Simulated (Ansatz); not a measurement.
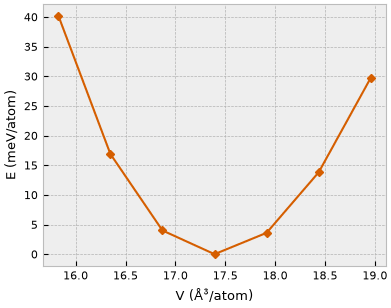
MgS (rock salt, Fm-3m) under volume change, DFT-PBEsol in the program Ansatz with PAW potentials, scaled uniformly.

Task: What does a third-order Birch–Murnaghan fit give for V₀, B₀ and B′?

Result: V₀ = 17.39 Å³/atom, B₀ = 78.1 GPa, B′ = 4.1.

The cell was relaxed with PBEsol under the symmetry of its start.

Potentials: the earlier of the program's two PAW sets. The files were generated under PBE; for other functionals the program regenerates the frozen cores, and for LDA and PBEsol the local potential too.
